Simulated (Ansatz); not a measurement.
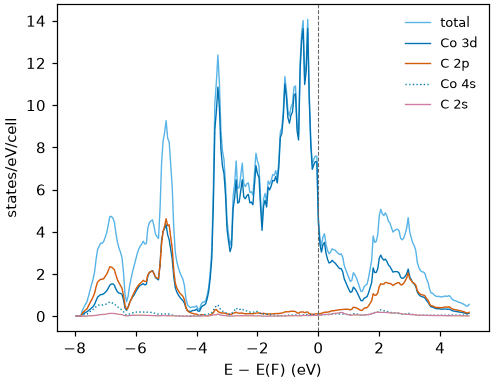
Figure: Total and projected density of states of Co2C in space group Pnnm (No. 58; Co on 4g, C on 2a), the program Ansatz at the PBEsol level (PAW)

Question: Which orbitals carry the states next to the Fermi level?

Answer: Within 0.5 eV of the Fermi level: Co 3d 95 %. Projections are on Löwdin-orthogonalised atomic valence shells; empty p or d shells of many metals are not among them.

Question: Where is the tallest occupied peak in this window, and what makes it?

Answer: Near -0.4 eV, about 14 states/eV per cell; the largest projected share is Co 3d.

The first step of the workflow began from a Materials Project structure, measured or hypothetical; the Crystallography Open Database files this formula in space group No. 58, but the cells were not matched. Whether it is the stable phase at ambient conditions was not checked. Symmetry was held in the PBEsol relaxation; whether a distortion lowers the energy is not shown. The run is not spin-polarised.

Potentials: the later of the program's two PAW sets.
